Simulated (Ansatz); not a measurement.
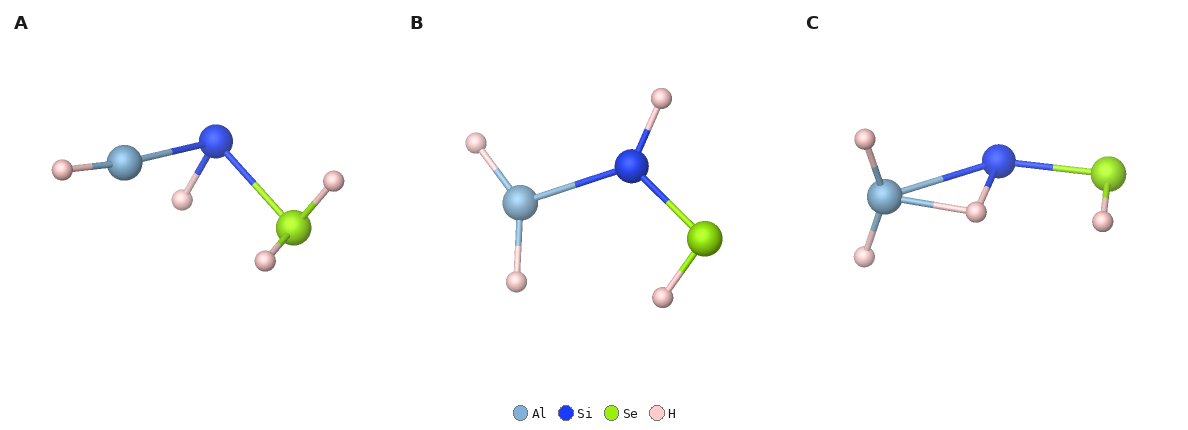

3 stationary structures of one formula. Charge +1, singlet. Geometries: PBE0-D4/def2-TZVP. Electronic energies: RHF-CCSD(T) (frozen core)/def2-TZVPP (Ansatz 0.2.0), without zero-point energy. No frequency run is at hand to confirm each as a minimum. Each is one conformer, not always the lowest.

Question: Which is lowest in energy, and by how much?

Answer: B is lowest; C lies 16.6 kcal/mol above it (Cs), A lies 24.1 kcal/mol above it (C1).
